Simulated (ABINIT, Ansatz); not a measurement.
# Quasiparticle gap of K2MgH4 (I4/mmm) in ABINIT, part 3 of 3

Aim: the G0W0 gap of K2MgH4 (I4/mmm) on LDA, step by step.

ABINIT 10.8.3; LDA and many-body steps on it, plane waves. Known limits of the many-body steps: not at the basis limit.

So far. Step 4 (Empty states on the mesh, 4×4×4 mesh, 293 bands): On this mesh the gap is 2.994 eV. Step 5 (Screening, 4×4×4 mesh, 118 bands, screening to 141.5 eV): Local fields lower ε∞ by 11 %.

## Step 6: Self-energy, 4×4×4 mesh, 118 bands, screening to 141.5 eV

The self-energy is evaluated for the states that the input lists, and the levels follow from it, in one-shot runs by the linearised quasiparticle equation.

This step: G0W0 on LDA, plane waves, norm-conserving pseudopotentials.

File run.abi:

```
acell 3*1.0 Angstrom
rprim 
  -2.018050000000 2.018050000000 6.796050000000
  2.018050000000 -2.018050000000 6.796050000000
  2.018050000000 2.018050000000 -6.796050000000
ntypat 3
znucl 19 12 1
natom 7
typat 1 1 2 3 3 3 3
xred 
  0.351300000000 0.351300000000 0.000000000000
  0.648700000000 0.648700000000 0.000000000000
  0.000000000000 0.000000000000 0.000000000000
  0.147200000000 0.147200000000 0.000000000000
  0.852800000000 0.852800000000 0.000000000000
  0.500000000000 0.000000000000 0.500000000000
  0.000000000000 0.500000000000 0.500000000000
pp_dirpath "pseudos"
pseudos "K.upf, Mg.upf, H.upf"
ecut 38
ngkpt 4 4 4
nshiftk 1
shiftk 0 0 0
kptopt 1
chksymbreak 0
istwfk *1
occopt 1
irdwfk 1
optdriver 4
nband 118
gwcalctyp 0
ecutsigx 38
symsigma 1
nkptgw 3
kptgw 
  0.0000000000 0.0000000000 0.0000000000
  -0.2500000000 0.2500000000 0.0000000000
  -0.2500000000 0.2500000000 0.2500000000
bdgw 
  15 18
  15 18
  15 18
ecuteps 5.2
irdscr 1
ppmodel 1
indata_prefix "in"
outdata_prefix "out"
tmpdata_prefix "tmp"
```

On the command line:

```sh
$ OMP_NUM_THREADS=1 mpirun -n 4 abinit run.abi > log
```

Numbers of over 12 decimals in the logs are rounded to 6 here.

The program printed:

```text
.Version 10.8.3 of ABINIT. v10.8.2 released Aug 2026.

 Symmetries : space group I4/m m m (#139); Bravais tI (body-center tetrag.)
[... echo of the input left out ...]
== DATASET  1 ==================================================================
-   mpi_nproc: 4, omp_nthreads: 1 (-1 if OMP is not activated)

--- !DatasetInfo
iteration_state: {dtset: 1, }
dimensions: {natom: 7, nkpt: 13, mband: 118, nsppol: 1, nspinor: 1, nspden: 1, mpw: 8435, }
cutoff_energies: {ecut:  38.0, pawecutdg:  -1.0, }
electrons: {nelect:   3.20000000E+01, charge:   0.00000000E+00, occopt:   1.00000000E+00, tsmear:   1.00000000E-02, }

 SIGMA: Calculation of the GW corrections

 Based on a program developped by R.W. Godby, V. Olevano, G. Onida, and L. Reining.
 Incorporated in ABINIT by V. Olevano, G.-M. Rignanese, and M. Torrent.
.Using double precision arithmetic ; gwpc =  8

[... cell and pseudopotentials left out ...]
--------------------------------------------------------------------------------

 ==== K-mesh for the wavefunctions ====
 Number of points in the irreducible wedge :    13
[... list of points left out ...]
 Together with 16 symmetry operations and time-reversal symmetry
 yields    64 points in the full Brillouin Zone.

 ==== Q-mesh for screening function ====
 Number of points in the irreducible wedge :    13
[... list of points left out ...]
 Together with 16 symmetry operations and time-reversal symmetry
 yields    64 points in the full Brillouin Zone.

 vcoul_init : cutoff-mode = AUXILIARY_FUNCTION
 q-points for optical limit:   1
     1)      0.000010    0.000020    0.000030
 setmesh: FFT mesh size selected  =    45x   45x   45
          total number of points  =        91125

 Number of electrons calculated from density =   32.0000; Expected =   32.0000
 average of density, n =  0.042832
 r_s =    1.7730
 omega_plasma =   19.9637 [eV]

 === KS Band Gaps ===
  >>>> For spin  1
   Minimum direct gap =   3.3747 [eV], located at k-point      :  -0.2500  0.2500  0.2500
   Fundamental gap    =   2.9938 [eV], Top of valence bands at :   0.0000  0.0000  0.0000
                                       Bottom of conduction at :  -0.2500  0.2500  0.0000
 SIGMA fundamental parameters:
 PLASMON POLE MODEL  1
 number of plane-waves for SigmaX                 8435
 number of plane-waves for SigmaC and W            409
 number of plane-waves for wavefunctions          8435
 number of bands                                   118
 number of independent spin polarizations            1
 number of spinorial components                      1
 number of k-points in IBZ                          13
 number of q-points in IBZ                          13
 number of symmetry operations                      16
 number of k-points in BZ                           64
 number of q-points in BZ                           64
 number of frequencies for dSigma/dE                 9
 frequency step for dSigma/dE [eV]                0.25
 number of omega for Sigma on real axis              0
 max omega for Sigma on real axis  [eV]           0.00
 zcut for avoiding poles [eV]                     0.10

 EPSILON^-1 parameters (SCR file):
 dimension of the eps^-1 matrix on file            409
 dimension of the eps^-1 matrix used               409
 number of plane-waves for wavefunctions          8435
 number of bands                                   118
 number of q-points in IBZ                          13
 number of frequencies                               2
 number of real frequencies                          1
 number of imag frequencies                          1

 matrix elements of self-energy operator (all in [eV])

 Perturbative Calculation

--- !SelfEnergy_ee
iteration_state: {dtset: 1, }
kpoint     : [   0.000,    0.000,    0.000, ]
spin       : 1
KS_gap     :    4.835
QP_gap     :    7.013
Delta_QP_KS:    2.178
data: !SigmaeeData |
     Band     E0 <VxcDFT>   SigX SigC(E0)      Z dSigC/dE  Sig(E)    E-E0       E
       15   0.565 -10.032 -13.415   1.679   0.789  -0.267 -11.377  -1.345  -0.780
       16   1.444 -10.792 -13.960   1.696   0.783  -0.277 -11.944  -1.152   0.292
       17   6.279  -8.690  -4.211  -3.227   0.820  -0.219  -7.663   1.027   7.305
       18   6.498  -8.662  -3.412  -3.377   0.826  -0.210  -7.114   1.548   8.045

--- !SelfEnergy_ee
iteration_state: {dtset: 1, }
kpoint     : [  -0.250,    0.250,    0.000, ]
spin       : 1
KS_gap     :    3.675
QP_gap     :    6.116
Delta_QP_KS:    2.441
data: !SigmaeeData |
     Band     E0 <VxcDFT>   SigX SigC(E0)      Z dSigC/dE  Sig(E)    E-E0       E
       15   0.337 -10.646 -14.171   1.979   0.777  -0.287 -11.846  -1.200  -0.863
       16   0.763 -10.370 -13.793   1.713   0.787  -0.270 -11.717  -1.346  -0.584
       17   4.438  -8.409  -4.050  -3.040   0.830  -0.205  -7.314   1.095   5.533
       18   6.175  -8.132  -3.346  -3.334   0.826  -0.210  -6.932   1.200   7.375

--- !SelfEnergy_ee
iteration_state: {dtset: 1, }
kpoint     : [  -0.250,    0.250,    0.250, ]
spin       : 1
KS_gap     :    3.375
QP_gap     :    5.773
Delta_QP_KS:    2.398
data: !SigmaeeData |
     Band     E0 <VxcDFT>   SigX SigC(E0)      Z dSigC/dE  Sig(E)    E-E0       E
       15   0.184 -10.462 -14.196   1.872   0.785  -0.275 -11.923  -1.462  -1.277
       16   1.258 -10.406 -13.600   1.555   0.790  -0.265 -11.701  -1.295  -0.038
       17   4.632  -7.889  -3.473  -3.092   0.833  -0.200  -6.786   1.103   5.735
       18   5.705  -8.311  -3.891  -3.148   0.825  -0.213  -7.262   1.049   6.754

== END DATASET(S) ==============================================================
================================================================================

 -outvars: echo values of variables after computation  --------
           etotal      0.0000000000E+00
            nband         118
             nkpt          13
          spgroup         139
 [... the other variables as echoed above ...]

 Calculation completed.
```

Elapsed: 1.7 min, on 4 MPI ranks of Arm Neoverse V1, shared host; peak memory 11 GiB; 6.9 min of CPU time.

This step gave:

```yaml
g0w0_gap_on_the_points_computed: 5.241 eV
starting_gap_on_the_mesh: 2.994 eV
k_of_the_valence_top: 0, 0, 0
k_of_the_conduction_bottom: -0.25, 0.25, 0
z_at_the_valence_top: 0.783
z_at_the_conduction_bottom: 0.83
least_direct_g0w0_gap_on_the_computed_points: 5.773 eV
```

The gap on the mesh goes from 2.99 eV to 5.24 eV, a correction of +2.25 eV.

Limits: finite bands, cutoff and mesh. v1 is the top filled band, c1 the lowest empty one. The levels before and after the correction (eV, zero at the valence-band top of each column):

```
           conduction bottom  valence top
Kohn-Sham               2.99         0.00
     G0W0               5.24         0.00
```

```csv
,level,energy (eV)
Kohn-Sham,Γ v2,-0.879
Kohn-Sham,Γ v1,0.000
Kohn-Sham,Γ c1,4.835
Kohn-Sham,Γ c2,5.054
Kohn-Sham,(-0.25 0.25 0) v2,-1.106
Kohn-Sham,(-0.25 0.25 0) v1,-0.681
Kohn-Sham,(-0.25 0.25 0) c1,2.994
Kohn-Sham,(-0.25 0.25 0) c2,4.731
G0W0,Γ v2,-1.072
G0W0,Γ v1,0.000
G0W0,Γ c1,7.013
G0W0,Γ c2,7.753
G0W0,(-0.25 0.25 0) v2,-1.155
G0W0,(-0.25 0.25 0) v1,-0.876
G0W0,(-0.25 0.25 0) c1,5.241
G0W0,(-0.25 0.25 0) c2,7.083
```

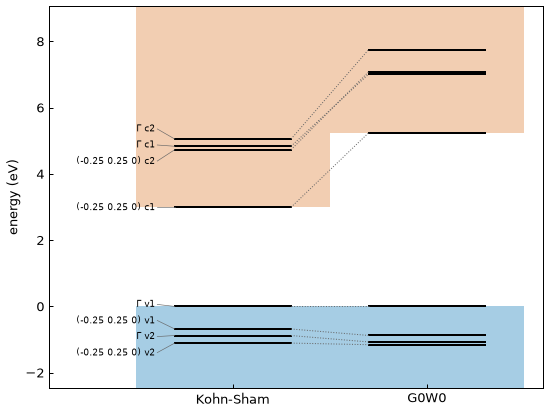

Levels before and after the correction. Shaded: valence and conduction bands.

## Step 7: Where the time went

Times are wall times on 4 MPI ranks of Arm Neoverse V1, shared host, good to a factor of about two.

| step | time | share | memory (GiB) |
| --- | --- | --- | --- |
| ground state | 4.7 min | 12 % | 0.94 |
| bands along the symmetry lines | 84 s | 3 % | 0.56 |
| empty states on the mesh | 11 min | 28 % | 0.95 |
| screening | 21 min | 53 % | 14 |
| self-energy | 1.7 min | 4 % | 11 |

## Step 8: Results

```json
{
  "LDA gap": "2.99 eV, indirect",
  "G0W0 gap on the mesh": "5.24 eV",
  "GW settings": "4×4×4 mesh, 118 bands, screening to 141.5 eV, Godby-Needs plasmon pole",
  "known limits": "not at the basis limit"
}
```

G0W0 moves the gap on the mesh from 2.99 eV to 5.24 eV (+2.25 eV), with Z of 0.78 and 0.83 at the edges. Local fields lower the RPA ε∞ on this mesh from 3.61 to 3.21. Only 3 of the mesh's irreducible points were corrected, so a valley elsewhere could overtake. The dearest step here is «screening». Bands and cutoff are finite, so the gap is not at the basis limit. The miss can reach some tenths of an eV and take either sign; the mesh is an error of its own. In the G0W0 run levels were corrected at 3 k points alone, so a gap called «on the mesh» is the least over those, and an edge elsewhere would be missed.

[Paths, hosts, dates, memory and timing lines, banners, echoed tables and standing remarks are left out of the program output.]

[Logs are printed without paths, hosts, clocks, repeated set-up lines and the standing remarks that a program may print on its own settings, such as how far it seeks lower states.]

[Runs of the session that timed out or met a known fault of the program may be left out.]

[Hosts, paths, dates, database ids (printed as entryN), source tags and the programs' standing remarks are cut or masked in the printed files.]

[G0W0 gaps are taken among the corrected bands and points alone; a level outside them can change the order at an edge.]

[Where Ansatz stands beside ABINIT at settings called matched, ABINIT's density can come from a denser mesh and the files from another edition; pairs whose starting gaps differed by over 0.03 eV were left out, so agreement reads better than it is.]
